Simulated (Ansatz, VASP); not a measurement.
# C: VASP beside Ansatz

Aim: how closely do two programs agree when they are given the same cell, functional and k mesh?

Main program and level: Ansatz 0.2.0; plane waves, with VASP 6.6.1 beside it; relaxation of cell and atoms at r2SCAN.

## 1. Set-up

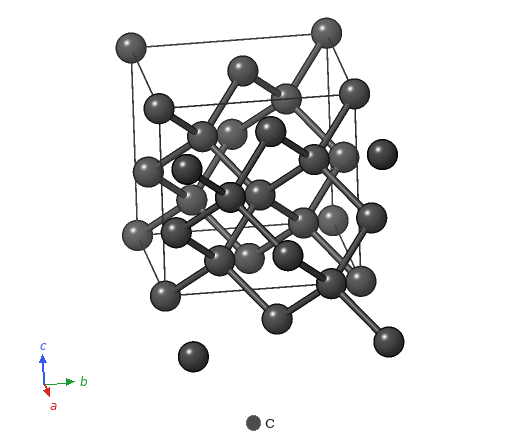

The cell as given, slightly off an axis (carbon dark grey). 2×1×1 cells are drawn. This picture shows the conventional cell, with its axes. Bonds to atoms that aren't drawn are left out. Some periodic images of atoms are drawn too.

## 2. VASP: relaxation of cell and atoms, r2SCAN

The relaxed volume is the usual yardstick between codes: its relative difference is about their pressure difference at one cell divided by the bulk modulus.

Lines of VASP's logs that name or quote its potential files are left out, and so is its time.

File INCAR:

```
SYSTEM = C
PREC = Accurate
ENCUT = 560
EDIFF = 1E-06
NELM = 100
ISMEAR = -1
SIGMA = 0.05
LREAL = .FALSE.
ALGO = Normal
METAGGA = R2SCAN
LASPH = .TRUE.
NBANDS = 10
LORBIT = 11
LWAVE = .FALSE.
LCHARG = .FALSE.
KPAR = 2
IBRION = 2
NSW = 60
ISIF = 3
EDIFFG = -0.01
```

File POSCAR:

```
C
1.0
    0.0000000000      1.7833180000      1.7833180000
    1.7833180000      0.0000000000      1.7833180000
    1.7833180000      1.7833180000      0.0000000000
C
2
Direct
    0.7500000000      0.7500000000      0.7500000000
    0.5000000000      0.5000000000      0.5000000000
```

File KPOINTS:

```
Automatic mesh
0
Gamma
11 11 11
0 0 0
```

The projector-augmented-wave data sets are C (PBE family, release 64).

Launch:

```sh
$ mpirun -np 2 vasp_std
```

Numbers of over 12 decimals in the logs are rounded to 6 here.

Log:

```text
[banner, memory and clock lines left out]
running    2 mpi-ranks, on    1 nodes
 distrk:  each k-point on    1 cores,    2 groups
 distr:  one band on    1 cores,    1 groups

 POSCAR found type information on POSCAR C
 POSCAR found :  1 types and       2 ions
|                                                                             |
|               ----> ADVICE to this user running VASP <----                  |
|                                                                             |
|     You enforced a specific xc type in the INCAR file but a different       |
|     [... a line on the potential file left out ...]
|     I HOPE YOU KNOW WHAT YOU ARE DOING!                                     |
|                                                                             |

 LDA part: xc-table for (None), standard interpolation
 POSCAR, INCAR and KPOINTS ok, starting setup
 FFT: planning ... GRIDC
 FFT: planning ... GRID_SOFT
 FFT: planning ... GRID
 WAVECAR not read
 entering main loop
       N       E                     dE             d eps       ncg     rms          rms(c)
DAV:   1     0.459420748460E-01    0.45942E-01   -0.52409E+03  1160   0.840E+02
DAV:   2    -0.216090078008E+02   -0.21655E+02   -0.20956E+02  1554   0.140E+02
DAV:   3    -0.219469045899E+02   -0.33790E+00   -0.33736E+00  1334   0.142E+01
DAV:   4    -0.219475564236E+02   -0.65183E-03   -0.65180E-03  1198   0.680E-01
DAV:   5    -0.219475572730E+02   -0.84945E-06   -0.84941E-06  1276   0.241E-02    0.511E+00
DAV:   6    -0.197555864095E+02    0.21920E+01   -0.26438E-01  1232   0.407E+00    0.381E+00
DAV:   7    -0.196586816378E+02    0.96905E-01   -0.25806E-01  1214   0.392E+00    0.757E-01
DAV:   8    -0.196595638131E+02   -0.88218E-03   -0.36433E-03  1250   0.573E-01    0.397E-01
DAV:   9    -0.196599196641E+02   -0.35585E-03   -0.15669E-04  1180   0.159E-01    0.121E-02
DAV:  10    -0.196599199891E+02   -0.32507E-06   -0.28507E-06  1352   0.148E-02
   1 F= -.19659920E+02 E0= -.19659920E+02  d E =-.196599E+02
 curvature:   0.00 expect dE= 0.000E+00 dE for cont linesearch  0.000E+00
 trial: gam= 0.00000 g(F)=  0.946E-47 g(S)=  0.100E-02 ort = 0.000E+00 (trialstep = 0.100E+01)
 search vector abs. value=  0.100E-02
 bond charge predicted
       N       E                     dE             d eps       ncg     rms          rms(c)
DAV:   1    -0.196596916380E+02    0.22803E-03   -0.18322E-02  1206   0.120E+00    0.109E-01
DAV:   2    -0.196598478421E+02   -0.15620E-03   -0.35695E-04  1164   0.175E-01    0.720E-02
DAV:   3    -0.196598105797E+02    0.37262E-04   -0.74795E-05  1188   0.681E-02    0.757E-03
DAV:   4    -0.196598116846E+02   -0.11049E-05   -0.12249E-06  1156   0.112E-02    0.255E-03
DAV:   5    -0.196598120845E+02   -0.39990E-06   -0.51165E-08   574   0.253E-03
   2 F= -.19659812E+02 E0= -.19659812E+02  d E =0.107905E-03
 trial-energy change:    0.000108  1 .order    0.000131   -0.001004    0.001267
 step:   0.4576(harm=  0.4421)  dis= 0.00000  next Energy=   -19.660152 (dE=-0.232E-03)
 bond charge predicted
       N       E                     dE             d eps       ncg     rms          rms(c)
DAV:   1    -0.196601228707E+02   -0.31119E-03   -0.53223E-03  1198   0.645E-01    0.592E-02
DAV:   2    -0.196601714333E+02   -0.48563E-04   -0.10525E-04  1166   0.948E-02    0.390E-02
DAV:   3    -0.196601567168E+02    0.14716E-04   -0.21603E-05  1182   0.366E-02    0.416E-03
DAV:   4    -0.196601564187E+02    0.29811E-06   -0.35328E-07   690   0.609E-03
   3 F= -.19660156E+02 E0= -.19660156E+02  d E =-.236430E-03
 curvature:  -0.22 expect dE=-0.198E-07 dE for cont linesearch -0.198E-07
 trial: gam= 0.00000 g(F)=  0.385E-47 g(S)=  0.898E-07 ort =-0.949E-05 (trialstep = 0.892E+00)
 search vector abs. value=  0.899E-07
 reached required accuracy - stopping structural energy minimisation
```

OUTCAR, selected parts (step 2):

```text
ion  position               nearest neighbor table
   1  0.750  0.750  0.750-   2 1.54   2 1.54   2 1.54   2 1.54
   2  0.500  0.500  0.500-   1 1.54   1 1.54   1 1.54   1 1.54

  LATTYP: Found a face centered cubic cell.
 ALAT       =     3.5666360000

 Subroutine GETGRP returns: Found 48 space group operations
 (whereof 24 operations were pure point group operations)

The static configuration has the point symmetry T_d .
 The point group associated with its full space group is O_h .

 Found     56 irreducible k-points:

   k-points           NKPTS =     56   k-points in BZ     NKDIM =     56   number of bands    NBANDS=     10

   dimension x,y,z NGX =    20 NGY =   20 NGZ =   20
   dimension x,y,z NGXF=    40 NGYF=   40 NGZF=   40

   ENCUT  =  560.0 eV  41.16 Ry    6.42 a.u.   4.87  4.87  4.87*2*pi/ulx,y,z

   NELECT =       8.0000    total number of electrons

 k-points in reciprocal lattice and weights: Automatic mesh
   0.00000000  0.00000000  0.00000000       0.001
   0.09090909  0.00000000  0.00000000       0.006
   0.18181818  0.00000000  0.00000000       0.006
   0.27272727  0.00000000  0.00000000       0.006
   0.36363636  0.00000000  0.00000000       0.006
   0.45454545  0.00000000  0.00000000       0.006
   0.09090909  0.09090909  0.00000000       0.005
   0.18181818  0.09090909  0.00000000       0.018
   0.27272727  0.09090909  0.00000000       0.018
[...]
-0.36363636  0.45454545  0.18181818       0.018
  -0.27272727  0.45454545  0.18181818       0.018

 average (electrostatic) potential at core
       1 -47.3865       2 -47.3865

 E-fermi :  10.8238

 k-point     1 :       0.0000    0.0000    0.0000
  band No.  band energies     occupation
      1     -12.9801      2.00000
      2       9.7703      2.00000
      3       9.7703      2.00000
      4       9.7703      2.00000
      5      15.6168      0.00000
      6      15.6168      0.00000
      7      15.6168      0.00000
      8      23.6838      0.00000
      9      30.2198      0.00000
    ...

 k-point     2 :       0.0909    0.0000    0.0000
  band No.  band energies     occupation
      1     -12.7405      2.00000
      2       8.2361      2.00000
      3       9.3652      2.00000
      4       9.3652      2.00000
      5      16.1485      0.00000
      6      16.1485      0.00000
      7      16.5000      0.00000
      8      23.9223      0.00000
      9      30.6239      0.00000
    ...

 k-point     3 :       0.1818    0.0000    0.0000
  band No.  band energies     occupation
      1     -12.0252      2.00000
      2       5.2107      2.00000
      3       8.5283      2.00000
      4       8.5283      2.00000
      5      17.2408      0.00000
      6      17.2408      0.00000
      7      17.7055      0.00000
      8      24.5990      0.00000
      9      31.3977      0.00000
    ...

  Total        0.0011137      0.0011137      0.0011137     -0.0000000     -0.0000000     -0.0000000
  in kB        0.1579306      0.1579306      0.1579306     -0.0000000     -0.0000000     -0.0000000
  external PRESSURE =       0.1579306 kB  Pullay stress =       0.0000000 kB

  energy-cutoff  :      560.00
  volume of cell :       11.30
      direct lattice vectors                 reciprocal lattice vectors
     0.000000000  1.780999409  1.780999409    -0.280741250  0.280741250  0.280741250
     1.780999409  0.000000000  1.780999409     0.280741250 -0.280741250  0.280741250
     1.780999409  1.780999409  0.000000000     0.280741250  0.280741250 -0.280741250

 POSITION                                       TOTAL-FORCE (eV/Angst)
 -----------------------------------------------------------------------------------
      2.67150      2.67150      2.67150        -0.000000     -0.000000     -0.000000
      1.78100      1.78100      1.78100         0.000000      0.000000      0.000000
 -----------------------------------------------------------------------------------
    total drift:                                0.000000     -0.000000      0.000000

  FREE ENERGIE OF THE ION-ELECTRON SYSTEM (eV)
  ---------------------------------------------------
  free  energy   TOTEN  =       -19.6601564187 eV

  energy  without entropy=      -19.6601564187  energy(sigma->0) =      -19.66015642

 reached required accuracy - stopping structural energy minimisation

 total charge
# of ion       s       p       d       tot
------------------------------------------
    1        0.845   1.743   0.000   2.588
    2        0.845   1.743   0.000   2.588
--------------------------------------------------
tot          1.690   3.486   0.000   5.175

[... 3 further parts left out ...]
```

## 3. Ansatz: relaxation of cell and atoms, r2SCAN

Ansatz runs on its default PAW (the set named soft_2) files.

The same cell, functional, mesh and smearing now go to Ansatz, which takes its cutoff from its data sets.

File input.yaml:

```yaml
crystal:
  lattice:
    - [0.0, 1.783318, 1.783318]
    - [1.783318, 0.0, 1.783318]
    - [1.783318, 1.783318, 0.0]
  atoms:
    - { symbol: C, position: [0.75, 0.75, 0.75] }
    - { symbol: C, position: [0.5, 0.5, 0.5] }
hamiltonian:
  xc: r2scan
  pseudopotentials: { kind: paw }
kpoints:
  mp_grid: { grid: [11, 11, 11] }
scf:
  occupations: { method: fermi_dirac, width: 0.05 }
relax:
  f_tol: 0.01
  max_steps: 60
  cell: { stress_tol: 0.05 }
output:
  forces: true
  stress: true
```

Launch:

```sh
$ ansatz run input.yaml --threads 4 --pin off --max-ram 9216MiB --backend cpu --events-out ev --progress --plain --runs-dir out
```

Log:

```text
Engine: ansatz 0.2.0, aarch64-unknown-linux-gnu
Pseudopotentials: kind: paw
Pseudopotential: C, paw, valence charge 4, recommended cutoff 500 eV (meta_gga), C.paw.azcp
Functional definition: r2SCAN
  parameter k0 = 0.174
  parameter k1 = 0.065
  parameter a1 = 4.9479
  exchange = r2scan_x(k0 = k0, k1 = k1, a1 = a1)
  correlation = r2scan_c
Crystal: 2 atoms, lattice volume = 11.343 Å³
Basis set: ecut = 500 eV, 283 PW (Γ), exchange–correlation on 80×80×80 points (64 copies of the dense FFT grid, shifted against one another)
Bands: 8, of which v1, the nominal top of the filled ones, is band 4 counted from 1 (3 counted from 0)
Symmetry: 48 space group operations
Space group: Fd-3m (ITA 227), of the structure as read, at distance tolerance 2.2e-5 Å
k-points: 56 of 1331
Non-local potential: C, projectors of the file, l = 0: 2, l = 1: 2, l = 2: 1
PAW form: soft (Blöchl's): semilocal exchange-correlation on the pseudo side does not see the compensation charge
PAW frozen core: C, regenerated for the run's functional (the file was generated under x = pbe(κ = 0.804, μ = 0.219515), c = pbe(β = 0.066725))
PAW one-centre angular grid: C, 302 points (default); XC on 239 of its mesh's 2573 points in the sphere
Initial density: superposition of atomic densities (neutral atoms: chi_scale 0, normalization atom), corrected by the library's trained network
Initial wavefunctions: pseudopotential atomic-orbital guess
Functional: x = r2scan, c = r2scan; τ floored in thin density (d = 2e-4 eV/Å³)
SCF iter   1: F=—  HF=-503.055275 eV  |F-HF|=—  |Δ(HF+E_count)|=         —  Δρ=8.85e-3  dr2=2.39e-3  dr2_τ=3.81e-1  ethr=1.77e-3  ⟨swp⟩=5.1  Hψ=3005  notcnv=0
preconditioner: auto → none  [insulator: Δε(μ)=4.290 eV  Ē_g=20.786 eV  σ=0.050 eV  W_gap=1.00  n_scr=0 (ndim 8)  ℏωp=31.2 eV  f_vac=0.000  D(μ)=0.00/eV (n_scr^D=0)  ε∞_Penn≈3.3]
SCF iter   2: F=—  HF=-503.110999 eV  |F-HF|=—  |Δ(HF+E_count)|=   5.57e-2  Δρ=5.57e-3  dr2=9.73e-4  dr2_τ=5.74e-5  ethr=2.98e-5  ⟨swp⟩=2.0  Hψ=1344  notcnv=0
SCF iter   3: F=—  HF=-503.111025 eV  |F-HF|=—  |Δ(HF+E_count)|=   2.57e-5  Δρ=1.86e-3  dr2=1.17e-4  dr2_τ=1.62e-5  ethr=1.22e-5  ⟨swp⟩=2.0  Hψ=638  notcnv=0
SCF iter   4: F=—  HF=-503.111058 eV  |F-HF|=—  |Δ(HF+E_count)|=   3.35e-5  Δρ=3.82e-4  dr2=4.92e-6  dr2_τ=3.17e-7  ethr=1.46e-6  ⟨swp⟩=1.4  Hψ=506  notcnv=0
SCF iter   5: F=—  HF=-503.111059 eV  |F-HF|=—  |Δ(HF+E_count)|=   3.51e-7  Δρ=9.11e-5  dr2=2.83e-7  dr2_τ=3.10e-8  ethr=6.15e-8  ⟨swp⟩=1.6  Hψ=537  notcnv=0
SCF iter   6: F=-503.111059 eV  HF=-503.111059 eV  |F-HF|=7.96e-10  |Δ(HF+E_count)|=   1.69e-7  Δρ=5.40e-6  dr2=9.45e-10  dr2_τ=1.37e-10  ethr=1.25e-9  ⟨swp⟩=4.1  Hψ=1351  notcnv=0
SCF 1 converged in 6 iterations: F = -503.111059 eV  dr2 = 9.45e-10
  greatest PAW one-centre occupation: 0.658 electrons in one spin orbital (limit 2), on the C atom at site 1 (counted from 0), in its partial waves of l = 0
relax step   1: F+E_penalty+E_count = -503.11105891 eV  Δ(F+E_penalty+E_count) = +0.000e0 eV  max|allowed force component| = 3.701e-17 eV/Å  Δτ_max = 0.0000 Å  P = -2.383 GPa  Ω = 11.343 Å³  (6 SCF iters, dr2 threshold 1.00e-7 eV, accepted)
[...]
relax step   2: F+E_penalty+E_count = -503.11145985 eV  Δ(F+E_penalty+E_count) = -4.009e-4 eV  max|allowed force component| = 1.480e-16 eV/Å  Δτ_max = 0.0000 Å  P = -0.927 GPa  Ω = 11.306 Å³  energy of the carried Pulay correction = +1.742e-5 eV  (3 SCF iters, dr2 threshold 2.00e-7 eV, accepted)
[...]
relax step   3: F+E_penalty+E_count = -503.11153913 eV  Δ(F+E_penalty+E_count) = -7.928e-5 eV  max|allowed force component| = 2.220e-16 eV/Å  Δτ_max = 0.0000 Å  P = +0.003 GPa  Ω = 11.282 Å³  energy of the carried Pulay correction = +2.849e-5 eV  (3 SCF iters, dr2 threshold 2.00e-7 eV, accepted)
[...]
relax step   4: F+E_penalty+E_count = -503.11150551 eV  Δ(F+E_penalty+E_count) = +3.362e-5 eV  max|allowed force component| = 4.071e-16 eV/Å  Δτ_max = 0.0000 Å  P = +0.006 GPa  Ω = 11.282 Å³  stress off target by 6.12e-3 GPa  SCF on the basis re-selected at this cell (its energy is not comparable with the rows above)  (3 SCF iters)
basis re-selected at this cell: Δ(F+E_penalty+E_count) = +3.362e-5 eV, ΔP = +0.003 GPa vs the last step (what re-selecting the basis moved, of the pressure what is left beyond the Pulay correction that the steps carried, after the strain that the cell walked since its last selection, with what the two solves' SCF thresholds leave and, on support functions, any second-order correction that the steps lacked; it is no m [...]
SCF converged after 3 iterations
Free energy (F): -503.111506 eV
Harris-Foulkes:  -503.111506 eV  (|F-HF|=4.22e-11)
Internal energy: -503.111506 eV  (E = F + TS)
E sigma→0 (E₀):  -503.111506 eV
Fermi energy:    15.549956 eV
--- Per-component energies (eV) ---
  E_band       = 30.778766
  E_kinetic    = 184.519474
  E_local      = -120.752079  (includes V_loc(G=0)·N_el)
  E_nonlocal   = 52.587041
  E_hartree    = 26.605685
  E_xc         = -95.961520
  E_vxc        = -132.608677  (∫ρ·V_xc dr)
  E_paw        = -201.467984  (= ΣΔE_a)
  E_vpaw       = -13.175471  (= ΣTr[D̂ρ^β])
  E_aug_tail   = 0.000008  (compensation charges beyond the density's cutoff)
  E_vtau       = 6.997115  (kinetic-family band-sum trace: ∫τ·v_τ [+ j·A + Jᵃ·Aᵃ] dr)
  E_ewald      = -348.592582
  E_core_change = -0.049547  (= ΣΔE_core)
  E_smearing   = -0.000000  (= −TS)
  E_closure    = -0.000000  (closes the sum)
  Σ components = -503.111506   (vs F -503.111506, Δ=0.00e0)
--- Forces (eV/Å), atoms counted from 1 ---
  atom   1  C      0.00000000     0.00000000     0.00000000
  atom   2  C     -0.00000000    -0.00000000    -0.00000000
  max |Σ_I F_I| component: 7.40e-17 eV/Å
--- Stress (GPa, compression-positive) ---
        0.006122       0.000000       0.000000
        0.000000       0.006122      -0.000000
        0.000000      -0.000000       0.006122
  P = ⅓ Tr σ = 0.0061 GPa (0.061 kbar)
--- Relaxed structure (3 steps of the walk, 3 accepted, 1 SCFs on fresh bases) ---
  F+E_penalty+E_count = -503.11150551 eV   max|allowed force component| = 4.071e-16 eV/Å   (the final SCF, on the basis selected at the relaxed cell)
  cell:  # Å, volume = 11.2822 Å³
    - [0, 1.780141, 1.780141]
    - [1.780141, 0, 1.780141]
    - [1.780141, 1.780141, 0]
  atoms:
    - { symbol: C, position: [0.750000, 0.750000, 0.750000] }
    - { symbol: C, position: [0.500000, 0.500000, 0.500000] }
```

Elapsed: 1.2 s, on 4 threads of Arm Neoverse V1, shared host; peak memory 0.29 GiB; 3.6 s of CPU time.

## 4. Comparison

Known differences besides the PAW data sets themselves: VASP keeps PBE cores, Ansatz makes them for the functional; both relaxations stop at a tolerance, which leaves soft axes loose, and VASP keeps its plane-wave basis; the cutoff is 500 eV in Ansatz and 560 eV in VASP; Ansatz adds a Pulay correction to the stress that steers its cell, VASP none. Total energies have different zeros and are not compared.

Compared:

| quantity | Ansatz | VASP | difference |
| --- | --- | --- | --- |
| volume (Å³) | 11.28 | 11.30 | -0.14 % |
| edge a after relaxation, in the typed setting (Å) | 2.518 | 2.519 | -0.05 % |

The walks stopped with 0.01 GPa left in Ansatz and 0.02 GPa in VASP; each walk ends within a tolerance, so the volume difference is uncertain by about these residues over the bulk modulus, most in soft cells.

## 5. Summary of results

```
difference in volume (relaxation of cell and atoms, r2SCAN) : -0.14 %
```

What this shows: The difference in volume is -0.14 % (relaxation of cell and atoms, r2SCAN), within the 1.2 % picked in this series as the mark of a large difference, as far as the stopping tolerances let one tell. Differences of this kind measure data sets and numerical settings, not the functional's error against experiment.

[Lines on the potential files, build, host, timing and source positions are cut from VASP's logs without a mark.]

[Logs are printed without paths, hosts, clocks, repeated set-up lines and the standing remarks that a program may print on its own settings, such as how far it seeks lower states.]

[Hosts, paths, dates, database ids (printed as entryN), source tags and the programs' standing remarks are cut or masked in the printed files.]
